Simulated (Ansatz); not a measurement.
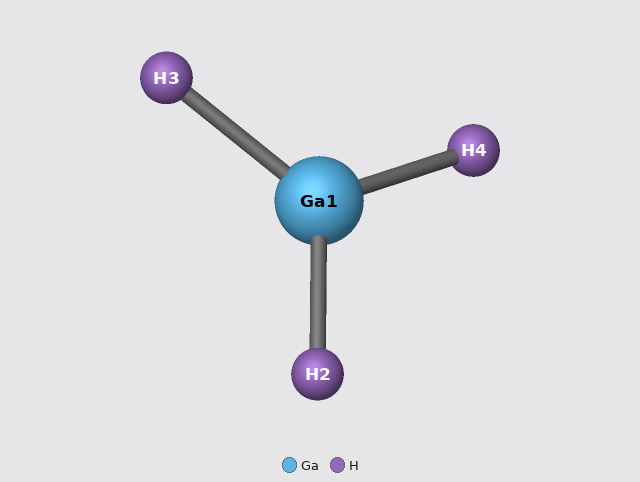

Sticks follow a distance rule. Harmonic vibrations computed with RKS PBE0-D4/def2-TZVP (Ansatz 0.2.0) at a stationary point of the same level.

Question: How many imaginary frequencies does it have?

Answer: A minimum: no imaginary frequency, and the lowest mode lies at 724 cm⁻¹.

Question: How many vibrational modes are there, and where do they lie?

Answer: 6 modes: 724, 760, 760, 1978, 1979, 1979 cm⁻¹.
